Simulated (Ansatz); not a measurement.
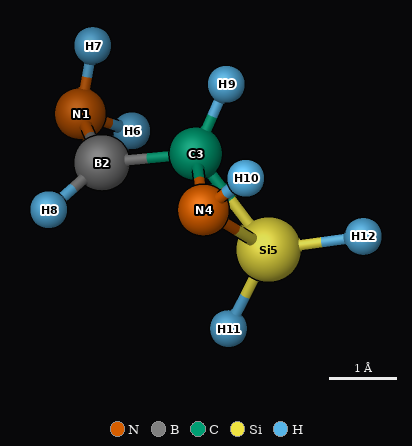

Fig. 1: The starting structure (ball-and-stick view, seen at a tilt; atoms are numbered from 1 in the order of the input).

CH₇BN₂Si: geometry relaxation (part 1 of 2)

The run: geometry relaxation of CH₇BN₂Si, SMILES NBC1N[SiH2]1. Method and program: RKS r2SCAN-D4/6-31G* (Ansatz 0.2.0).

It belongs to a series of runs on one base structure; here: end point A relaxed. Figures and captions count atoms from 1; the log counts them from 0 in places.

### What the program printed
```
The last accepted step is kept in [file] (removed where the run ends without a failure and the disk answers)
Engine: ansatz 0.2.0, aarch64-unknown-linux-gnu
Functional definition: r2SCAN
  parameter k0 = 0.174
  parameter k1 = 0.065
  parameter a1 = 4.9479
  exchange = r2scan_x(k0 = k0, k1 = k1, a1 = a1)
  correlation = r2scan_c
1182 factors; their error is unknown
mean field evaluation 1: about -12666.6057 eV, gradient 7.4e1 eV
mean field evaluation 2: about -12585.6262 eV, gradient 1.6e2 eV
mean field evaluation 4: about -12678.4378 eV, gradient 1.6e1 eV
mean field evaluation 8: about -12678.9484 eV, gradient 2.1e-1 eV
mean field evaluation 16: about -12678.8603 eV, gradient 3.4e-3 eV
mean field -12678.86027765 eV, -465.9395211636 hartree, gradient 6.5e-5 eV, S^2 0.000000; 0 other end points of the search recorded, 0 dependent functions left out
the calculation of the forces begins
reference -12678.86028714 eV, -465.9395215122 hartree; 23, 23 occupied and 70, 70 virtual orbitals, 1182 factors
relax step   1: F+E_penalty+E_count = -12678.92150775 eV  Δ(F+E_penalty+E_count) = +0.000e0 eV  max|allowed force component| = 2.233e0 eV/Å  Δτ_max = 0.0000 Å  (30 SCF iters, accepted)
these checks for a lower state are left out or cut short: starts, cluster_reference, orbital_swaps, neighbouring_geometries, increment
1182 factors; their error is unknown
mean field -12679.39731882 eV, -465.9592570625 hartree, gradient 2.7e-5 eV, S^2 0.000000; 0 other end points of the search recorded, 0 dependent functions left out
[... from here on the field's lines of each further geometry are left out, up to the last ...]
relax step   2: F+E_penalty+E_count = -12679.45818026 eV  Δ(F+E_penalty+E_count) = -5.367e-1 eV  max|allowed force component| = 1.383e0 eV/Å  Δτ_max = 0.1475 Å  (30 SCF iters, accepted)
relax step   3: F+E_penalty+E_count = -12679.64498039 eV  Δ(F+E_penalty+E_count) = -1.868e-1 eV  max|allowed force component| = 7.726e-1 eV/Å  Δτ_max = 0.1529 Å  (30 SCF iters, accepted)
relax step   4: F+E_penalty+E_count = -12679.81995272 eV  Δ(F+E_penalty+E_count) = -1.750e-1 eV  max|allowed force component| = 8.786e-1 eV/Å  Δτ_max = 0.1953 Å  (29 SCF iters, accepted)
relax step   5: F+E_penalty+E_count = -12680.01037310 eV  Δ(F+E_penalty+E_count) = -1.904e-1 eV  max|allowed force component| = 1.153e0 eV/Å  Δτ_max = 0.1966 Å  (28 SCF iters, accepted)
relax step   6: F+E_penalty+E_count = -12680.26325595 eV  Δ(F+E_penalty+E_count) = -2.529e-1 eV  max|allowed force component| = 1.142e0 eV/Å  Δτ_max = 0.2000 Å  (28 SCF iters, accepted)
relax step   7: F+E_penalty+E_count = -12680.48743495 eV  Δ(F+E_penalty+E_count) = -2.242e-1 eV  max|allowed force component| = 7.974e-1 eV/Å  Δτ_max = 0.2000 Å  (29 SCF iters, accepted)
relax step   8: F+E_penalty+E_count = -12680.60445186 eV  Δ(F+E_penalty+E_count) = -1.170e-1 eV  max|allowed force component| = 6.768e-1 eV/Å  Δτ_max = 0.2000 Å  (29 SCF iters, accepted)
relax step   9: F+E_penalty+E_count = -12680.68885418 eV  Δ(F+E_penalty+E_count) = -8.440e-2 eV  max|allowed force component| = 4.699e-1 eV/Å  Δτ_max = 0.2000 Å  (29 SCF iters, accepted)
relax step  10: F+E_penalty+E_count = -12680.74672563 eV  Δ(F+E_penalty+E_count) = -5.787e-2 eV  max|allowed force component| = 5.801e-1 eV/Å  Δτ_max = 0.1997 Å  (29 SCF iters, accepted)
relax step  11: F+E_penalty+E_count = -12680.74815985 eV  Δ(F+E_penalty+E_count) = -1.434e-3 eV  max|allowed force component| = 5.705e-1 eV/Å  Δτ_max = 0.2000 Å  (30 SCF iters, accepted)
relax step  12: F+E_penalty+E_count = -12680.77945861 eV  Δ(F+E_penalty+E_count) = -3.130e-2 eV  max|allowed force component| = 1.724e-1 eV/Å  Δτ_max = 0.0674 Å  (29 SCF iters, accepted)
relax step  13: F+E_penalty+E_count = -12680.78333957 eV  Δ(F+E_penalty+E_count) = -3.881e-3 eV  max|allowed force component| = 1.183e-1 eV/Å  Δτ_max = 0.0376 Å  (31 SCF iters, accepted)
relax step  14: F+E_penalty+E_count = -12680.78478024 eV  Δ(F+E_penalty+E_count) = -1.441e-3 eV  max|allowed force component| = 3.421e-2 eV/Å  Δτ_max = 0.0233 Å  (31 SCF iters, accepted)
relax step  15: F+E_penalty+E_count = -12680.78546671 eV  Δ(F+E_penalty+E_count) = -6.865e-4 eV  max|allowed force component| = 3.952e-2 eV/Å  Δτ_max = 0.0259 Å  (31 SCF iters, accepted)
relax step  16: F+E_penalty+E_count = -12680.78564893 eV  Δ(F+E_penalty+E_count) = -1.822e-4 eV  max|allowed force component| = 3.262e-2 eV/Å  Δτ_max = 0.0106 Å  (31 SCF iters, accepted)
relax step  17: F+E_penalty+E_count = -12680.78575389 eV  Δ(F+E_penalty+E_count) = -1.050e-4 eV  max|allowed force component| = 1.771e-2 eV/Å  Δτ_max = 0.0084 Å  (32 SCF iters, accepted)
the calculation of the forces begins
reference -12680.72546700 eV, -466.0080656076 hartree; 23, 23 occupied and 70, 70 virtual orbitals, 1182 factors
relax step  18: F+E_penalty+E_count = -12680.78578098 eV  Δ(F+E_penalty+E_count) = -2.709e-5 eV  max|allowed force component| = 8.036e-3 eV/Å  Δτ_max = 0.0043 Å  (32 SCF iters, accepted)
1182 factors; their error is unknown
mean field evaluation 160: about -12680.7255 eV, gradient 6.0e-6 eV
```

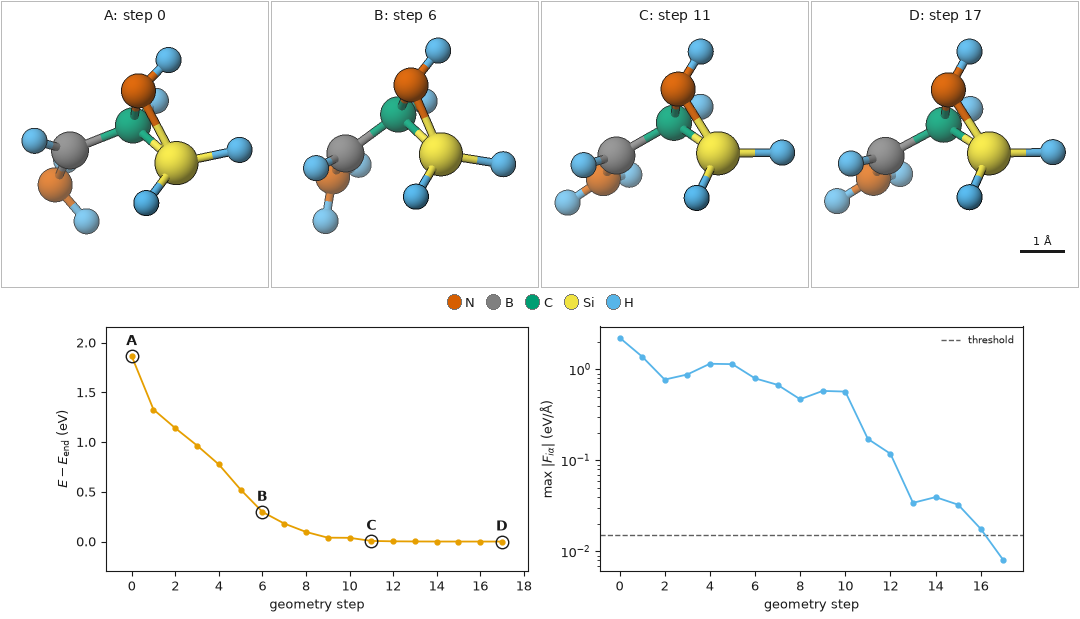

Fig. 2: Frames of the relaxation (ball-and-stick view, seen at a tilt) above the curves, on which the letters mark them (the first geometry is step 0 here and step 1 in the log).

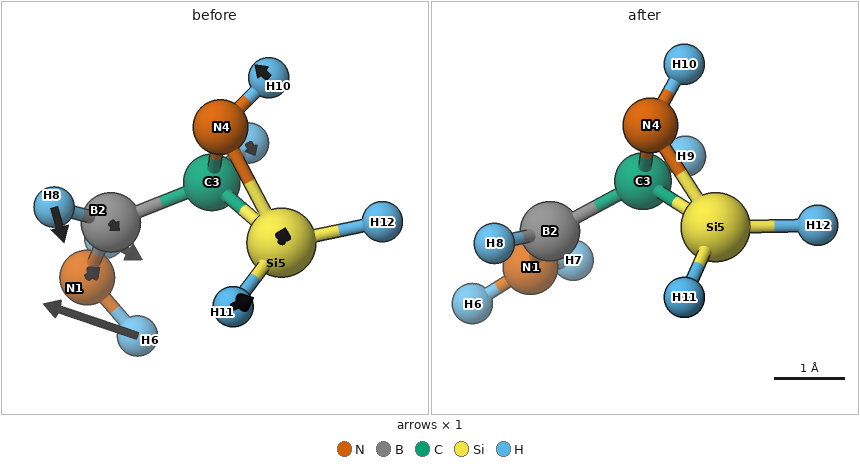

Fig. 3: Before (left) and after (right) the relaxation, at one scale (ball-and-stick view, seen at a tilt). The black arrows give the displacements, at true length. Over 17 geometry steps the energy falls by 1.864 eV. Largest force component: 2.2 eV/Å at the start, 0.008 eV/Å at the end. H6 moves most after the best rigid fit: 1.48 Å. Largest moves by element: H 1.48 Å, Si 0.29 Å, N 0.28 Å, B 0.19 Å, C 0.04 Å. Distances before and after: N4–Si5 1.885 → 1.746 Å, N1–H6 1.112 → 1.010 Å, N1–B2 1.472 → 1.403 Å, C3–H9 1.162 → 1.100 Å. Among the angles that change: B2–N1–H6 107.0° → 122.8°, B2–N1–H7 108.2° → 123.7°, N4–Si5–H12 106.0° → 120.6°. (Atoms are counted from 1 in the order of the input.)

```
mean field -12680.72545726 eV, -466.0080652499 hartree, gradient 3.8e-5 eV, S^2 0.000000; 1 other end points of the search recorded, 0 dependent functions left out
the calculation of the forces begins
reference -12680.72546700 eV, -466.0080656076 hartree; 23, 23 occupied and 70, 70 virtual orbitals, 1182 factors
Total energy: -12680.78579072 eV, -466.0102824635 hartree
Atom 0 at    -1.911014    -0.770367     0.966363 Å, force     0.003650     0.004180    -0.002116 eV/Å
Atom 1 at    -0.651228    -0.908675     0.363467 Å, force     0.001626     0.000578     0.002650 eV/Å
Atom 2 at     0.361667     0.267092     0.344140 Å, force     0.000054    -0.002371     0.008036 eV/Å
Atom 3 at     1.801086    -0.043135    -0.033089 Å, force    -0.002325    -0.000646    -0.000723 eV/Å
Atom 4 at     1.001237     0.825934    -1.319211 Å, force    -0.000798     0.004924    -0.001632 eV/Å
Atom 5 at    -2.612082    -1.496380     0.942523 Å, force    -0.000651    -0.001446    -0.001707 eV/Å
Atom 6 at    -2.213310     0.064715     1.450729 Å, force     0.000198    -0.001067     0.001478 eV/Å
Atom 7 at    -0.392552    -1.944812    -0.187972 Å, force     0.000192    -0.000593    -0.000162 eV/Å
Atom 8 at     0.222474     1.110143     1.037114 Å, force    -0.002723     0.000013    -0.002498 eV/Å
Atom 9 at     2.469383     0.456175     0.550848 Å, force    -0.001446    -0.002086    -0.001920 eV/Å
Atom 10 at     0.787236     0.097508    -2.589027 Å, force     0.001245    -0.001149    -0.000159 eV/Å
Atom 11 at     1.214104     2.286601    -1.491886 Å, force     0.000977    -0.000337    -0.001246 eV/Å
Dipole moment:    -0.314541     0.401023     0.199893 e Å
```

### Trajectory as extended XYZ (Å, eV, eV/Å), 18 frames, from step=1 to step=18
```
12
Properties=species:S:1:pos:R:3:forces:R:3 step=1 energy=-12678.92151
N    -1.9561   -1.0075    0.8289   -1.6011   1.8866  -0.5132
B    -0.5329   -1.0528    0.4561   -0.2733   1.2122   0.3009
C     0.3198    0.2714    0.3564    0.9181   0.0263   2.2334
N     1.7700   -0.0111   -0.0383   -1.5367   0.1064  -1.4233
Si    0.7016    0.8120   -1.3548    1.7678  -0.0893   1.6439
H    -2.4563   -0.3159    0.1161    1.2363  -1.5735   1.8357
H    -2.0416   -0.4872    1.7502    0.0514  -0.5335  -1.2198
H    -0.0072   -2.0886    0.2290    0.1791  -0.3539  -0.2582
H     0.2903    1.0546    1.2143   -0.6561  -1.0200  -1.4742
H     2.3301    0.7095    0.3903    0.5100   0.5439   0.1859
H     0.4281   -0.1324   -2.4062   -0.1816  -0.1578  -0.8848
H     1.2312    2.1928   -1.5080   -0.4138  -0.0475  -0.4261
12
Properties=species:S:1:pos:R:3:forces:R:3 step=2 energy=-12679.45818
N    -1.9894   -0.9945    0.8430   -0.4327   1.1965  -0.0989
B    -0.5554   -1.0366    0.4867    0.4407   0.3065  -0.4086
C     0.3890    0.2194    0.4096   -0.5406   0.1862   1.3826
N     1.8379   -0.0217   -0.0085   -1.1315   0.7062  -0.8390
Si    0.8010    0.7629   -1.3123    1.0257  -0.3709   0.6124
H    -2.4321   -0.2754    0.2129    0.3774  -0.7738   0.5489
H    -2.0789   -0.5227    1.7614    0.0241  -0.2422  -0.2991
H    -0.0705   -2.0815    0.1392   -0.0186  -0.0566  -0.0404
H     0.1638    1.0654    1.1393    0.3596  -0.7010  -0.8122
H     2.4076    0.7274    0.3893    0.1931   0.0062   0.1767
H     0.4927   -0.1079   -2.4572   -0.0122   0.0755  -0.2088
H     1.1114    2.2098   -1.5693   -0.2849  -0.3326  -0.0135
12
Properties=species:S:1:pos:R:3:forces:R:3 step=3 energy=-12679.64498
N    -1.9848   -0.9544    0.8865    0.3588   0.2217   0.0647
B    -0.5738   -1.0241    0.4273    0.5225  -0.0329   0.1680
C     0.4041    0.1905    0.4392   -0.7721  -0.1698   0.6829
N     1.8491   -0.0103    0.0163   -0.2239   0.7726  -0.1613
Si    0.8778    0.7084   -1.2889    0.0658   0.1030  -0.3382
H    -2.4667   -0.3041    0.2682   -0.3225  -0.0696  -0.2627
H    -2.0171   -0.4513    1.7779    0.0809   0.0310   0.0324
H    -0.1243   -2.0818    0.0366   -0.1815   0.2091  -0.2225
H     0.1410    1.0512    1.1011    0.3642  -0.2825  -0.3604
H     2.4175    0.7352    0.4417    0.0474  -0.3502   0.0489
H     0.5949   -0.1069   -2.5008    0.0964   0.0539   0.1792
H     0.9594    2.1924   -1.5710   -0.0362  -0.4862   0.1689
12
Properties=species:S:1:pos:R:3:forces:R:3 step=4 energy=-12679.81995
N    -1.9563   -0.9217    0.9416    0.7747   0.3888   0.1192
B    -0.5587   -1.0214    0.4324   -0.1463  -0.2884  -0.3560
C     0.4155    0.1706    0.4868   -0.2232  -0.4370   0.2368
N     1.8514    0.0158    0.0291    0.3800   0.4988   0.4980
Si    0.8954    0.6645   -1.2619   -0.6053   0.4427  -0.8786
H    -2.5107   -0.4081    0.2536   -0.2627  -0.4248  -0.0558
H    -1.9639   -0.3084    1.7657   -0.0183   0.0456  -0.2272
H    -0.1872   -2.0445   -0.1446   -0.2809   0.5172   0.1140
H     0.1586    1.0426    1.1002    0.1776   0.1285   0.0728
H     2.4299    0.7411    0.4730    0.0272  -0.4096  -0.0059
H     0.6603   -0.1382   -2.4977    0.0986   0.0304   0.2942
H     0.8426    2.1527   -1.5441    0.0786  -0.4923   0.1884
12
Properties=species:S:1:pos:R:3:forces:R:3 step=5 energy=-12680.01037
N    -1.9196   -0.9033    0.9984    0.3234   1.1526  -0.9514
B    -0.5585   -1.0006    0.4004   -0.5587  -0.5611  -0.0308
C     0.4244    0.1650    0.5130    0.3222  -0.4012  -0.1172
N     1.8560    0.0349    0.0361    0.1447   0.0653   0.3502
Si    0.8820    0.6567   -1.2516   -0.4418   0.3276  -0.5437
H    -2.5921   -0.5869    0.2470    0.5741  -0.8565   1.1349
H    -1.9169   -0.1541    1.7172   -0.1882  -0.3228  -0.6311
H    -0.2358   -2.0035   -0.2522   -0.3392   0.6755   0.2236
H     0.1964    1.0367    1.1225   -0.0438   0.2772   0.2629
H     2.4459    0.7292    0.4944    0.1157  -0.1428   0.0639
H     0.6861   -0.1590   -2.4767    0.0387   0.0018   0.1736
H     0.8092    2.1298   -1.5146    0.0529  -0.2158   0.0650
```
